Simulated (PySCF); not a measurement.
# MoF6 (molybdenum hexafluoride) at 6 levels

Wanted: a comparison of 6 runs (HF/STO-3G, HF/3-21G, B2PLYP/def2-SVP, wB97M-V/def2-SVP, wB97X/def2-SVP, SCS-MP2/def2-SVP) of MoF6 (molybdenum hexafluoride). 

The calculation is run with PySCF 2.14.0.

2 further runs of the same task are left out: 2 set aside as unsound or not needed. Runs told in other sessions of the task aren't counted.

## Step 1: Starting point

MoF6: 7 atoms, total charge 0, spin state singlet. SMILES: `[F][Mo]([F])([F])([F])([F])[F]`. Geometry: a GFN2-xTB relaxation, a rough one for these elements and not checked as a minimum.

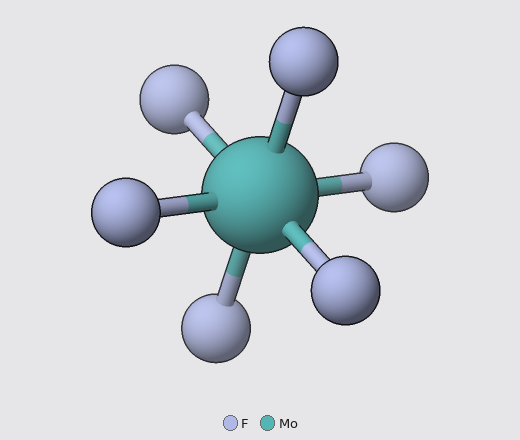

Viewed from a chosen angle; fluorine light blue, molybdenum teal.

## Step 2: A single-point energy at HF/STO-3G (run 1)

Input file calc.py:

```python
from pyscf import gto, scf

molecule = gto.M(
    atom='''
F       -0.884240      -0.039360       1.493290
Mo       0.000210      -0.000270      -0.000380
F        1.355700      -0.751600       0.782620
F       -0.627890      -1.565450      -0.414620
F       -1.356700       0.751510      -0.780870
F        0.627970       1.565350       0.414200
F        0.884940       0.039810      -1.494230
''',
    spin=0,
    charge=0,
    verbose=4,
    max_memory=1860,
    basis='sto-3g',
)

myscf = scf.RHF(molecule)
myscf.conv_tol = 1e-10
myscf.kernel()
if not myscf.converged:
    myscf = myscf.newton().run(myscf.mo_coeff, myscf.mo_occ)

energy = myscf.e_tot
print('E(%s) = %.9f' % ('HF', energy))
```

Started as:

```bash
$ OMP_NUM_THREADS=1 python calc.py
```

Standard output:

```text
<dir> SyntaxWarning: invalid escape sequence '\W'
  S = {(paw_set(r)[0], bool(re.search(r"spin_orbit\W+true|paw_fr", str((r.get("files") or {}).get("input") or "")) or re.search("(?i)spin.orbit\W+(value\W+)?(true|yes)|value\W+spin-orbit", json.dumps(r.get("inputs"), default=str)))) for r in records}

PySCF version 2.14.0

[... 61 lines left out ...]
converged SCF energy = -4524.35730144637
E(HF) = -4524.357301446
```

It took 1.1 s on 1 thread of Arm Neoverse V2, shared host; peak memory 0.12 GiB.

## Step 3: A single-point energy at HF/3-21G (run 2)

Input file start.xyz:

```xyz
7

F     -0.884240    -0.039360     1.493290
Mo     0.000210    -0.000270    -0.000380
F      1.355700    -0.751600     0.782620
F     -0.627890    -1.565450    -0.414620
F     -1.356700     0.751510    -0.780870
F      0.627970     1.565350     0.414200
F      0.884940     0.039810    -1.494230
```

Input file job.py:

```python
from pyscf import gto, scf

molecule = gto.Mole()
molecule.atom = 'start.xyz'
molecule.verbose = 3
molecule.spin = 0
molecule.charge = 0
molecule.basis = '3-21g'
molecule.max_memory = 1860
molecule.build()

mf = scf.RHF(molecule)
mf.conv_tol = 1e-10
mf.kernel()
if not mf.converged:
    mf = mf.newton().run(mf.mo_coeff, mf.mo_occ)

e_tot = mf.e_tot
print(f'total energy: {e_tot:.8f} hartree')
```

Started as:

```bash
$ OMP_NUM_THREADS=1 python job.py
```

Standard output:

```text
<dir> SyntaxWarning: invalid escape sequence '\W'
  S = {(paw_set(r)[0], bool(re.search(r"spin_orbit\W+true|paw_fr", str((r.get("files") or {}).get("input") or "")) or re.search("(?i)spin.orbit\W+(value\W+)?(true|yes)|value\W+spin-orbit", json.dumps(r.get("inputs"), default=str)))) for r in records}
converged SCF energy = -4549.95455888816
total energy: -4549.95455889 hartree
```

Wall time 1.4 s (1 thread of Arm Neoverse V2, shared host); peak memory 0.16 GiB.

Run 3 isn't shown in full; the table further down has it.

## Step 4: A single-point energy at wB97M-V/def2-SVP (core potential) (run 4)

Input file calc.py:

```python
from pyscf import gto, dft

mol = gto.M(
    atom='''
F     -1.670971    -0.074380     2.821909
Mo     0.000397    -0.000510    -0.000718
F      2.561902    -1.420318     1.478937
F     -1.186540    -2.958272    -0.783518
F     -2.563791     1.420148    -1.475630
F      1.186691     2.958083     0.782725
F      1.672294     0.075230    -2.823685
''',
    basis='def2-svp',
    charge=0,
    unit='bohr',
    ecp={'Mo': 'def2-svp'},
    max_memory=1860,
    verbose=4,
)

mf = dft.RKS(mol, xc='wb97m-v')
mf.grids.level = 5
mf.conv_tol = 1e-10
mf.nlcgrids.level = 1
mf.kernel()
if not mf.converged:
    mf = mf.newton().run(mf.mo_coeff, mf.mo_occ)

etot = mf.e_tot
print(f'total energy: {etot:.8f} hartree')
```

Started as:

```bash
$ OMP_NUM_THREADS=1 python calc.py
```

Standard output:

```text
<dir> SyntaxWarning: invalid escape sequence '\W'
  S = {(paw_set(r)[0], bool(re.search(r"spin_orbit\W+true|paw_fr", str((r.get("files") or {}).get("input") or "")) or re.search("(?i)spin.orbit\W+(value\W+)?(true|yes)|value\W+spin-orbit", json.dumps(r.get("inputs"), default=str)))) for r in records}

PySCF version 2.14.0

[... 85 lines left out ...]
converged SCF energy = -666.699342502505
total energy: -666.69934250 hartree
```

Wall time 2.2 min (1 thread of Arm Neoverse V2, shared host); peak memory 0.66 GiB.

Run 5 isn't shown in full; the table further down has it.

## Step 5: A single-point energy at SCS-MP2/def2-SVP (core potential) (run 6)

Input file input.py:

```python
# molybdenum hexafluoride
from pyscf import gto, scf, mp

mol = gto.Mole()
mol.atom = '''
F       -0.884240      -0.039360       1.493290
Mo       0.000210      -0.000270      -0.000380
F        1.355700      -0.751600       0.782620
F       -0.627890      -1.565450      -0.414620
F       -1.356700       0.751510      -0.780870
F        0.627970       1.565350       0.414200
F        0.884940       0.039810      -1.494230
'''
mol.ecp = {'Mo': 'def2-svp'}
mol.verbose = 3
mol.max_memory = 1860
mol.basis = 'def2-svp'
mol.spin = 0
mol.build()

hf = scf.RHF(mol)
hf.conv_tol = 1e-10
hf.kernel()
if not hf.converged:
    hf = hf.newton().run(hf.mo_coeff, hf.mo_occ)

pt = mp.MP2(hf, frozen=6).run()
e_final = hf.e_tot + 1.2 * pt.e_corr_os + pt.e_corr_ss / 3
print(f'total energy: {e_final:.8f} hartree')
```

Started as:

```bash
$ OMP_NUM_THREADS=1 python input.py
```

Standard output:

```text
<dir> SyntaxWarning: invalid escape sequence '\W'
  S = {(paw_set(r)[0], bool(re.search(r"spin_orbit\W+true|paw_fr", str((r.get("files") or {}).get("input") or "")) or re.search("(?i)spin.orbit\W+(value\W+)?(true|yes)|value\W+spin-orbit", json.dumps(r.get("inputs"), default=str)))) for r in records}
converged SCF energy = -663.705642271272
E(RMP2) = -665.261462738767  E_corr = -1.55582046749433
E(SCS-RMP2) = -665.170018009103  E_corr = -1.46437573783095
total energy: -665.17001801 hartree
```

Run time: 4.5 s. Hardware: 1 thread of Arm Neoverse V2, shared host; peak memory 0.43 GiB.

## Step 6: All runs side by side

| run | level | core potential | frozen core orbitals | energy (Eh) | dipole moment (D) of the reference | HOMO energy (eV) | LUMO energy (eV) | wall time |
| --- | --- | --- | --- | --- | --- | --- | --- | --- |
| 1 | HF/STO-3G | – | – | -4524.357301 | 0.01 | -12.23 | 3.66 | 1.1 s |
| 2 | HF/3-21G | – | – | -4549.954559 | 0.01 | -18.30 | -3.06 | 1.4 s |
| 3 | B2PLYP/def2-SVP (core potential) | def2-svp | 6 | -666.372606 | 0.01 | -14.95 | -3.77 | 34 s |
| 4 | wB97M-V/def2-SVP (core potential) | def2-svp | – | -666.699343 | 0.01 | -15.31 | -2.44 | 2.2 min |
| 5 | wB97X/def2-SVP (core potential) | def2-svp | – | -666.802926 | 0.01 | -15.32 | -2.47 | 41 s |
| 6 | SCS-MP2/def2-SVP (core potential) | def2-svp | 6 | -665.170018 | 0.01 | -18.62 | -1.88 | 4.5 s |

## Step 7: Results

| quantity | value |
| --- | --- |
| run 6: total energy | -665.17002 Eh |
| run 6: dipole moment (Hartree–Fock density) | 0.01 D |
| run 6: HOMO energy (Hartree–Fock orbitals) | -18.62 eV |
| run 6: LUMO energy (Hartree–Fock orbitals) | -1.88 eV |
| run 6: HOMO–LUMO gap (Hartree–Fock orbitals) | 16.75 eV |
| run 6: correlation energy (6 core orbitals frozen) | -1464.4 mEh |

What this shows: Over runs 1, 2, 3, 4, 5 the HOMO–LUMO gap runs from 11.18 eV (B2PLYP/def2-SVP) to 15.89 eV (HF/STO-3G). The two ends differ in method and basis and core potential. A double hybrid's value is that of its SCF part. Totals of different functionals can't be ranked against each other. Some runs of one species differ in core potentials or relativity; totals across that change don't compare. In run 1 the basis is minimal, so the values are rough. In runs 1, 2 relativity is left out where basis or elements ask for it. All runs together took 3.6 min, the longest 2.2 min.
